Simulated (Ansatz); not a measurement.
Ti3Si2

Input file:

```
crystal:
  lattice:
    - [4.3089893724, 0.0, 0.0]
    - [-2.1544946862, 3.7316942611, 0.0]
    - [0.0, 0.0, 5.4358958623]
  atoms:
    - { symbol: Ti, position: [0.0, 0.0, 0.7595771411] }
    - { symbol: Ti, position: [0.0, 0.0, 0.2404228589] }
    - { symbol: Ti, position: [0.6666666667, 0.3333333333, 0.0] }
    - { symbol: Si, position: [0.6666666667, 0.3333333333, 0.5] }
    - { symbol: Si, position: [0.3333333333, 0.6666666667, 0.0] }
basis:
  ecutwfc: 420
kpoints:
  mp_grid: { grid: [12, 12, 8] }
hamiltonian:
  xc: pbe
scf:
  occupations: { method: gaussian, width: 0.1 }
output:
  forces: true
  stress: true
  eigenvalues: true
  write_density: true
  write_potential: true
  elf: true
  volumetric_format: npy
relax:
  adjacent_minimum: "off"
  f_tol: 0.01
  max_steps: 80
  cell: { stress_tol: 0.05 }
```

Run with:

```sh
ansatz run input.yaml --threads 1 --pin off --max-ram 2560MiB --backend cpu --events-out ev --progress --plain --runs-dir out
```

Below, planes, directions and counts refer to the conventional cell (a = 4.31 Å, b = 4.31 Å, c = 5.43 Å, α = 90.00°, β = 90.00°, γ = 120.00°).

The fields are those of the run's last geometry, not of the input's.

Space group P-6m2; a structure generated by program, which may or may not match a known phase; computed without spin polarisation.

Computed with DFT PBE, scalar-relativistic, plane waves, PAW in Ansatz 0.2.0.

Predict the valence pseudo-density and electron localisation function between the atoms.

Answer. Ti–Si (2.49 Å): ρ at the midpoint is about 0.35 e/Å³; the ELF peaks at about 0.70 in the valence shell of Si, 0.9 Å from its nucleus, and is about 0.35 at the midpoint.

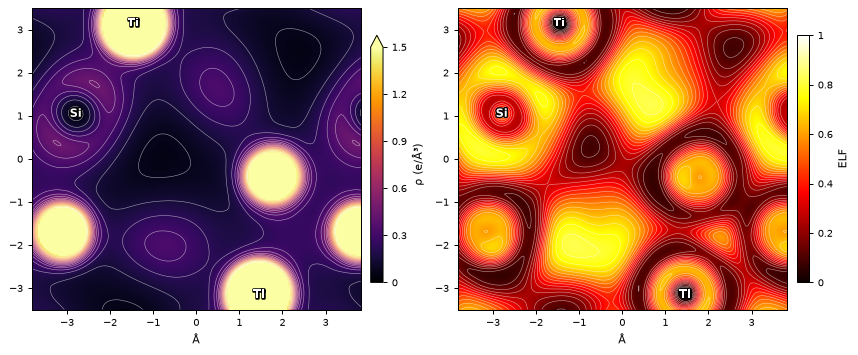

Computed valence pseudo-density and electron localisation function on the (111) plane of the conventional cell, in this order. Atoms just off the plane (Ti, 0.5 Å away) can leave unmarked features too.

The density is the valence pseudo-density of a PAW calculation; it isn't the true density close to the nuclei.
